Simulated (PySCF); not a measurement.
# What a change does: NMR shielding calculation on CH₁₁P₃Si₃

System: CH₁₁P₃Si₃, SMILES C[SiH]1P[SiH2]P[SiH2]P1.
Method of run 1: GIAO PBE0/pcSseg-1 NMR shielding, non-relativistic, IEF-PCM water (PySCF 2.14.0).

The geometry comes from this level: PBE0-D3(BJ)/def2-SVP. Text and figures count atoms from 1; the logs count them from 0 in places.

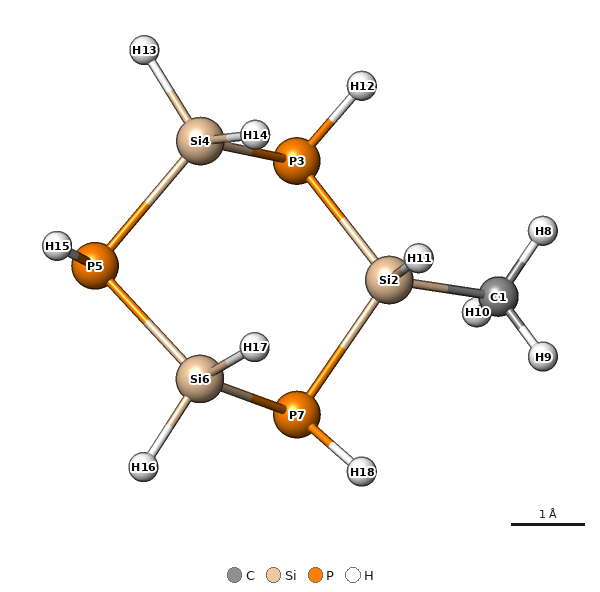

Fig. 1: The input geometry (ball-and-stick view, seen at a tilt; atoms are numbered from 1 in the order of the input).

**Input, run 1**
```
{"job": {"kind": "nmr", "xc": "PBE0", "basis": "pcSseg-1", "solvent": "water", "pop": false}, "charge": 0, "multiplicity": 1}
C     -2.991965     0.510853    -0.663621
Si    -1.163773     0.170529    -0.412411
P     -0.198712     1.992355     0.533107
Si     1.947417     1.373469     0.171723
P      2.410229    -0.202375     1.732745
Si     1.269983    -1.886161     0.732913
P     -0.924048    -1.485094     1.120579
H     -3.135591     1.344915    -1.368143
H     -3.497444    -0.377322    -1.073646
H     -3.466345     0.774435     0.293418
H     -0.516639    -0.185411    -1.717405
H     -0.281032     2.781834    -0.659123
H      2.825933     2.553564     0.433445
H      2.192523     0.895027    -1.226658
H      3.665732    -0.565180     1.148403
H      1.640560    -3.161089     1.418543
H      1.589591    -2.016025    -0.724985
H     -1.373361    -2.513600     0.230970
```

The first line tells a small driver script what to run in PySCF; the rest is the geometry in Å.

Hardware: 1 CPU thread, shared host.

**Output (run 1)**
```
coarse grid: 17656 points
cycle   1  E = -1936.3814839280  dE =  2.112e-01  |g| = 3.537e-01  |ddm| = 3.975e+00
cycle   2  E = -1936.3772133311  dE =  4.271e-03  |g| = 3.699e-01  |ddm| = 7.226e-01
cycle   3  E = -1936.4138471466  dE = -3.663e-02  |g| = 3.668e-02  |ddm| = 4.143e-01
cycle   4  E = -1936.4141813901  dE = -3.342e-04  |g| = 1.238e-02  |ddm| = 5.592e-02
cycle   5  E = -1936.4142240313  dE = -4.264e-05  |g| = 3.094e-03  |ddm| = 2.114e-02
cycle   6  E = -1936.4142264088  dE = -2.378e-06  |g| = 4.407e-04  |ddm| = 5.825e-03
final grid: 141856 points
cycle   7  E = -1936.4531210989  dE = -2.585e-05  |g| = 5.327e-03  |ddm| = 3.184e-02
cycle   8  E = -1936.4531189915  dE =  2.107e-06  |g| = 5.978e-03  |ddm| = 1.192e-02
cycle   9  E = -1936.4531282484  dE = -9.257e-06  |g| = 3.691e-04  |ddm| = 6.115e-03
cycle  10  E = -1936.4531282755  dE = -2.707e-08  |g| = 1.405e-04  |ddm| = 5.882e-04
cycle  11  E = -1936.4531282808  dE = -5.318e-09  |g| = 2.076e-05  |ddm| = 2.130e-04
cycle  12  E = -1936.4531282810  dE = -1.510e-10  |g| = 6.635e-06  |ddm| = 4.976e-05
converged SCF energy = -1936.4531282810

GIAO shielding tensors (ppm)
atom      isotropic    diamagn.    paramagn.     s11        s22        s33       span
  0 C      181.973     253.473     -71.501    177.159    178.776    189.983     12.824
  1 Si     350.817     881.218    -530.401    326.121    361.982    364.346     38.225
  2 P      610.973     969.622    -358.649    556.842    577.707    698.371    141.529
  3 Si     387.609     879.728    -492.119    351.798    388.038    422.992     71.195
  4 P      624.284     968.465    -344.181    568.946    581.820    722.087    153.140
  5 Si     387.541     879.717    -492.176    351.701    387.812    423.112     71.411
  6 P      610.608     969.588    -358.980    556.724    576.897    698.203    141.479
  7 H       30.519      29.003       1.516     25.322     28.139     38.096     12.774
  8 H       30.517      28.994       1.523     25.318     28.132     38.101     12.783
  9 H       30.694      29.479       1.215     26.324     28.813     36.944     10.619
 10 H       26.072      30.933      -4.861     23.462     24.527     30.228      6.766
 11 H       29.525      30.315      -0.790     23.350     25.960     39.264     15.914
 12 H       26.447      28.672      -2.225     22.220     24.092     33.028     10.808
 13 H       26.242      29.524      -3.281     22.886     24.405     31.437      8.551
 14 H       29.454      28.817       0.637     23.557     24.917     39.889     16.332
 15 H       26.447      28.666      -2.219     22.204     24.113     33.025     10.821
 16 H       26.244      29.530      -3.286     22.861     24.426     31.443      8.582
 17 H       29.528      30.310      -0.782     23.379     25.950     39.255     15.876
```

For run 2 the input was changed thus:
```diff
-"solvent": "water"
-"pop": false
+"solvent": "tetrahydrofuran"
+"pop": true
```

What does this change do to the results?

The total energy of run 2 is 1.0 kcal/mol higher: the change of the electrostatic solvation energy at this fixed geometry, without cavity or dispersion terms. The dipole moment goes from 4.13 to 3.74 D. Of all shieldings, the largest change is that of P3, P5 and P7, by −0.6 ppm. The number of SCF iterations is the same.

**Output (run 2)**
```
coarse grid: 17656 points
cycle   1  E = -1936.3793587034  dE =  2.132e-01  |g| = 3.557e-01  |ddm| = 3.975e+00
cycle   2  E = -1936.3740995343  dE =  5.259e-03  |g| = 3.757e-01  |ddm| = 7.433e-01
cycle   3  E = -1936.4122465189  dE = -3.815e-02  |g| = 3.700e-02  |ddm| = 4.364e-01
cycle   4  E = -1936.4125860674  dE = -3.395e-04  |g| = 1.237e-02  |ddm| = 5.813e-02
cycle   5  E = -1936.4126302956  dE = -4.423e-05  |g| = 3.361e-03  |ddm| = 2.207e-02
cycle   6  E = -1936.4126333130  dE = -3.017e-06  |g| = 4.257e-04  |ddm| = 5.940e-03
final grid: 141856 points
cycle   7  E = -1936.4515273901  dE = -2.577e-05  |g| = 5.383e-03  |ddm| = 3.189e-02
cycle   8  E = -1936.4515250428  dE =  2.347e-06  |g| = 6.073e-03  |ddm| = 1.218e-02
cycle   9  E = -1936.4515346576  dE = -9.615e-06  |g| = 3.617e-04  |ddm| = 6.378e-03
cycle  10  E = -1936.4515346836  dE = -2.601e-08  |g| = 1.365e-04  |ddm| = 5.657e-04
cycle  11  E = -1936.4515346887  dE = -5.123e-09  |g| = 2.405e-05  |ddm| = 2.213e-04
cycle  12  E = -1936.4515346889  dE = -2.074e-10  |g| = 5.819e-06  |ddm| = 5.287e-05
converged SCF energy = -1936.4515346889

GIAO shielding tensors (ppm)
atom      isotropic    diamagn.    paramagn.     s11        s22        s33       span
  0 C      181.931     253.437     -71.506    177.131    178.806    189.855     12.724
  1 Si     351.309     881.198    -529.890    327.141    362.491    364.295     37.154
  2 P      610.380     969.440    -359.061    556.235    576.620    698.283    142.048
  3 Si     387.858     879.708    -491.850    352.047    388.452    423.077     71.030
  4 P      623.665     968.287    -344.622    567.473    581.365    722.156    154.683
  5 Si     387.798     879.697    -491.899    351.969    388.231    423.194     71.225
  6 P      610.015     969.407    -359.392    556.123    575.805    698.118    141.995
  7 H       30.566      29.034       1.532     25.382     28.199     38.118     12.736
  8 H       30.564      29.025       1.540     25.378     28.192     38.123     12.745
  9 H       30.663      29.452       1.210     26.295     28.762     36.930     10.635
 10 H       26.089      30.929      -4.839     23.503     24.542     30.223      6.720
 11 H       29.646      30.341      -0.694     23.496     26.138     39.305     15.809
 12 H       26.451      28.661      -2.211     22.233     24.093     33.026     10.793
 13 H       26.268      29.548      -3.280     22.910     24.455     31.439      8.529
 14 H       29.571      28.861       0.710     23.695     25.088     39.929     16.234
 15 H       26.451      28.656      -2.205     22.217     24.113     33.022     10.806
 16 H       26.269      29.553      -3.284     22.885     24.477     31.445      8.560
 17 H       29.652      30.338      -0.686     23.527     26.132     39.297     15.770
```

**The two runs side by side**

```tsv
quantity	run 1	run 2
outcome	converged	converged
total energy (hartree)	−1936.453128	−1936.451535
HOMO (eV)	−7.40	−7.39
LUMO (eV)	−0.31	−0.32
dipole moment (D)	4.13	3.74
shielding of Si2 (ppm)	350.8	351.3
shielding of P3 (ppm)	611.0	610.4
shielding of Si4 (ppm)	387.6	387.9
shielding of P5 (ppm)	624.3	623.7
shielding of Si6 (ppm)	387.5	387.8
shielding of P7 (ppm)	610.6	610.0
shielding of H18 (ppm)	29.5	29.7
SCF iterations	12	12
basis functions	216	216
wall time (shared host)	44 s	46 s
```
